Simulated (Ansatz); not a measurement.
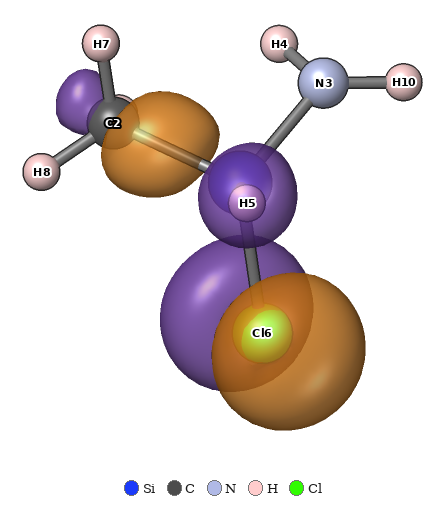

*CH$_{6}$ClNSi. The HOMO−1 at ±0.15 Å⁻³ᐟ² (orange and purple are the two phases), seen at a tilt.*

Not at a stationary point (largest force 0.7 eV/Å).

Theory: RKS PBE-D4/def2-SVP (Ansatz).

Input file:

```
crystal:
  periodic: [false, false, false]
  atoms:
    - { symbol: Si, position_ang: [-0.8279, -0.3885, -0.4938] }
    - { symbol: C, position_ang: [1.1511, 0.3828, -0.0259] }
    - { symbol: "N", position_ang: [-1.1802, 0.1775, 1.0207] }
    - { symbol: H, position_ang: [0.1149, 0.5191, 0.9048] }
    - { symbol: H, position_ang: [-1.1275, 0.1344, -1.8218] }
    - { symbol: Cl, position_ang: [-0.7439, -2.3981, -0.8306] }
    - { symbol: H, position_ang: [1.2721, 1.375, -0.4483] }
    - { symbol: H, position_ang: [1.6282, -0.3149, -0.7084] }
    - { symbol: H, position_ang: [1.7656, 0.3012, 0.8737] }
    - { symbol: H, position_ang: [-2.0525, 0.2115, 1.5297] }
basis:
  gaussian: { orbitals: def2-SVP }
hamiltonian:
  xc: pbe
  dispersion: d4
relax:
  f_tol: 0.15
  max_steps: 25
  restrain:
    - { distance: [3, 1], at: 2.37, k: 30.0 }
    - { distance: [0, 1], at: 1.87, k: 30.0 }
    - { distance: [3, 2], at: 1.02, k: 30.0 }
output:
  orbitals: {}
```

Run with:

```sh
ansatz run input.yaml --threads 2 --pin off --max-ram 3072MiB --backend cpu --events-out ev --progress --plain --runs-dir out
```

The fields are those of the run's last geometry, not of the input's.

**What is the character of this orbital?**

By Hirshfeld shares it lies mainly on Cl6 (about 70 %), Si1 (about 10 %), C2 (about 10 %) and H5 (about 5 %); largely a lone pair of Cl6. Its energy is −6.93 eV.
